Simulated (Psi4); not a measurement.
# N2H (dinitrogen monohydride): UM06-L/def2-TZVPPD

Aim: the energy change on altering one bond length of N2H (dinitrogen monohydride) at UM06-L/def2-TZVPPD, from 2 runs. 

Program for the calculation: Psi4 1.11.

**1. The molecule**

N2H has 3 atoms, charge 0, and is taken as a doublet. As SMILES, `[N]=N`. The shape is that of a PBE0-D4/def2-TZVP optimisation.

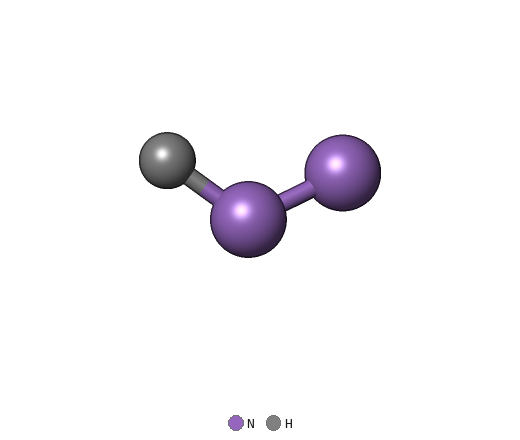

The structure, seen from a chosen angle (nitrogen purple, hydrogen grey).

**2. Energy and gradient at UM06-L/def2-TZVPPD**

File hn2_ase.py:

```python
import numpy as np
from ase.calculators.psi4 import Psi4
from ase import Atoms

atoms = Atoms(['N', 'N', 'H'], positions=[
    [0.710530, -0.606720, 0.326180],
    [-0.268660, -0.217710, -0.170100],
    [-0.441870, 0.824430, -0.156080],
])
calc = Psi4(atoms=atoms, method='m06-l', basis='def2-TZVPPD', memory='2200MB', num_threads=1, charge=0, multiplicity=2, label='calc', reference='uks')
calc.psi4.set_options({'puream': True, 'e_convergence': 1e-09, 'd_convergence': 1e-08, 'scf_type': 'pk', 'dft_radial_points': 99, 'dft_spherical_points': 590, 'maxiter': 100})
atoms.calc = calc

forces = atoms.get_forces()
print(f'energy: {atoms.get_potential_energy():.6f} eV')
print('forces / eV A^-1')
print(np.round(forces, 5))
```

Run with:

```sh
$ python hn2_ase.py
```

calc.dat:

```text
[...]
  Running in c1 symmetry.
[...]
  Nuclear repulsion =   27.719687010035415
[...]
  Multiplicity = 2
[...]
  Nalpha       = 8
  Nbeta        = 7
[...]
    Number of basis functions: 91
[...]
   @UKS iter   1:  -109.95724615940941   -3.04660e-01   5.39102e-03 ADIIS/DIIS
[...]
   @UKS iter  13:  -110.06161144702797   -7.10543e-13   2.69373e-09 DIIS
[...]
   @S^2 Observed:                7.547341908E-01
[...]
    Orbital Energies [Eh]
    ---------------------
    Alpha Occupied:
       1A    -14.256025     2A    -14.242534     3A     -1.041517
       4A     -0.643655     5A     -0.455668     6A     -0.404119
       7A     -0.385920     8A     -0.174607
    Alpha Virtual:
       9A     -0.079921    10A      0.022409    11A      0.090515
      12A      0.105488    13A      0.133373    14A      0.163630
      15A      0.213833    16A      0.250487    17A      0.280196
      18A      0.288602    19A      0.314454    20A      0.329492
      21A      0.352770    22A      0.391720    23A      0.415864
      24A      0.425622    25A      0.441135    26A      0.442752
[...]
  @UKS Final Energy:  -110.06161144702797
   => Energetics <=
    Nuclear Repulsion Energy =             27.7196870100354147
    One-Electron Energy =                -203.5026734542744293
    Two-Electron Energy =                  79.8141818118897817
    DFT Exchange-Correlation Energy =     -14.0928068146787364
    Empirical Dispersion Energy =           0.0000000000000000
    VV10 Nonlocal Energy =                  0.0000000000000000
    Total Energy =                       -110.0616114470279712
[...]
 Multipole Moments:
 ------------------------------------------------------------------------------------
     Multipole            Electronic (a.u.)      Nuclear  (a.u.)        Total (a.u.)
 ------------------------------------------------------------------------------------
 L = 1.  Multiply by 2.5417464519 to convert [e a0] to [Debye]
 Dipole X            :          0.3035363           -0.5999098           -0.2963735
 Dipole Y            :         -0.4802389            1.1192966            0.6390578
 Dipole Z            :          0.1162219           -0.2119038           -0.0956819
 Magnitude           :                                                    0.7109058
[...]
  -Total Gradient:
     Atom            X                  Y                   Z
    ------   -----------------  -----------------  -----------------
       1       -0.006476173607     0.003060013129    -0.003231342763
       2        0.005738311164    -0.001351742327     0.003005393495
       3        0.000739764350    -0.001704266469     0.000227411080
[...]
```

Standard output:

```text
energy: -2994.928996 eV
forces / eV A^-1
[[ 0.33302 -0.15735  0.16616]
 [-0.29508  0.06951 -0.15454]
 [-0.03804  0.08764 -0.01169]]
```

Wall time 41 s (1 thread of AMD EPYC 7R43 (Zen 3), shared host); peak memory 0.89 GiB.

**3. The distorted shape: the energy at UM06-L/def2-TZVPPD**

File hn2.xyz:

```xyz
3
HN2
N      1.885596    -1.073547     0.921735
N     -0.268660    -0.217710    -0.170100
H     -0.441870     0.824430    -0.156080
```

File run.py:

```python
import psi4

psi4.set_memory('2200 MB')
psi4.set_num_threads(1)
psi4.set_output_file('output.dat', False)

with open('hn2.xyz') as f:
    atoms = ''.join(f.readlines()[2:])
mol = psi4.geometry('0 2\n' + atoms + 'symmetry c1')

options = {'reference': 'uks', 'puream': True, 'e_convergence': 1e-09, 'd_convergence': 1e-08, 'scf_type': 'pk', 'dft_radial_points': 99, 'dft_spherical_points': 590, 'maxiter': 100}
psi4.set_options(options)

energy_value = psi4.energy('m06-l/def2-TZVPPD')
print(f'total energy {energy_value:.8f} hartree = {energy_value * 27.211386:.5f} eV')
for k, v in sorted(psi4.core.scalar_variables().items()):
    print(f'{k:45s} {v:18.10f}')
```

Run with:

```sh
$ python run.py
```

output.dat:

```text
[...]
  Running in c1 symmetry.
[...]
  Nuclear repulsion =   14.786657050833893
[...]
  Multiplicity = 2
[...]
  Nalpha       = 8
  Nbeta        = 7
[...]
    Number of basis functions: 91
[...]
   @UKS iter   1:  -108.43666712901582    4.25970e-01   1.49295e-02 DIIS/ADIIS
[...]
   @UKS iter  31:  -109.84020880521334   -1.02318e-12   2.74687e-09 DIIS
[...]
   @S^2 Observed:                2.641222812E+00
[...]
    Orbital Energies [Eh]
    ---------------------
    Alpha Occupied:
       1A    -14.273160     2A    -14.209970     3A     -0.782946
       4A     -0.677054     5A     -0.337632     6A     -0.309052
       7A     -0.308643     8A     -0.291524
    Alpha Virtual:
       9A     -0.132264    10A     -0.124706    11A      0.029388
      12A      0.086266    13A      0.142659    14A      0.163605
      15A      0.166186    16A      0.225225    17A      0.238787
      18A      0.296607    19A      0.297459    20A      0.311281
      21A      0.328987    22A      0.346943    23A      0.348032
      24A      0.359388    25A      0.367672    26A      0.442162
[...]
  @UKS Final Energy:  -109.84020880521334
   => Energetics <=
    Nuclear Repulsion Energy =             14.7866570508338935
    One-Electron Energy =                -178.1533013226346327
    Two-Electron Energy =                  67.5098621114114792
    DFT Exchange-Correlation Energy =     -13.9834266448240747
    Empirical Dispersion Energy =           0.0000000000000000
    VV10 Nonlocal Energy =                  0.0000000000000000
    Total Energy =                       -109.8402088052133365
[...]
 Multipole Moments:
 ------------------------------------------------------------------------------------
     Multipole            Electronic (a.u.)      Nuclear  (a.u.)        Total (a.u.)
 ------------------------------------------------------------------------------------
 L = 1.  Multiply by 2.5417464519 to convert [e a0] to [Debye]
 Dipole X            :          1.1216872           -1.2237652           -0.1020779
 Dipole Y            :         -0.7778081            1.3361450            0.5583369
 Dipole Z            :          0.0000000           -0.0000000            0.0000000
 Magnitude           :                                                    0.5675914
[...]
```

The script printed:

```text
total energy -109.84020881 hartree = -2988.90432 eV
CURRENT ENERGY                                   -109.8402088052
CURRENT REFERENCE ENERGY                         -109.8402088052
DD SOLVATION ENERGY                                 0.0000000000
DFT FUNCTIONAL TOTAL ENERGY                      -109.8402088052
DFT TOTAL ENERGY                                 -109.8402088052
DFT VV10 ENERGY                                     0.0000000000
DFT XC ENERGY                                     -13.9834266448
GRID ELECTRONS ALPHA                                8.0000000034
GRID ELECTRONS BETA                                 7.0000000063
GRID ELECTRONS TOTAL                               15.0000000097
NUCLEAR REPULSION ENERGY                           14.7866570508
ONE-ELECTRON ENERGY                              -178.1533013226
PCM POLARIZATION ENERGY                             0.0000000000
PE ENERGY                                           0.0000000000
SCF ITERATION ENERGY                             -109.8402088052
SCF ITERATIONS                                     31.0000000000
SCF TOTAL ENERGY                                 -109.8402088052
TWO-ELECTRON ENERGY                                67.5098621114
XC GRID RADIAL POINTS                              99.0000000000
XC GRID SPHERICAL POINTS                          590.0000000000
XC GRID TOTAL POINTS                           171354.0000000000
```

Run time: 61 s. Hardware: 1 thread of AMD EPYC 7R43 (Zen 3), shared host; peak memory 1.3 GiB.

**4. Summary of results**

Level: UM06-L/def2-TZVPPD.

```
                                                         quantity          value
                                        first shape: total energy  -110.06161 Eh
                                       first shape: dipole moment         1.81 D
                  first shape: HOMO energy (highest over α and β)       -4.75 eV
                   first shape: LUMO energy (lowest over α and β)       -2.66 eV
                                                first shape: ⟨S²⟩          0.755
                            first shape: largest force on an atom     0.404 eV/Å
                                    distorted shape: total energy  -109.84021 Eh
                                   distorted shape: dipole moment         1.44 D
              distorted shape: HOMO energy (highest over α and β)       -7.93 eV
               distorted shape: LUMO energy (lowest over α and β)       -3.60 eV
                                            distorted shape: ⟨S²⟩          2.641
energy change with the N1–N2 bond stretched from 1.165 to 2.562 Å       6.025 eV
```

In words: With the N1–N2 bond stretched from 1.165 to 2.562 Å the energy rises by 6.02 eV (139 kcal/mol). The first shape isn't relaxed at this level, so the change isn't measured from a minimum. The largest force (first shape) is 0.40 eV/Å: the shape isn't a stationary point for this species at this level. ⟨S²⟩ (distorted shape) is 2.64 where a pure doublet has 0.75: the reference is spin-contaminated.
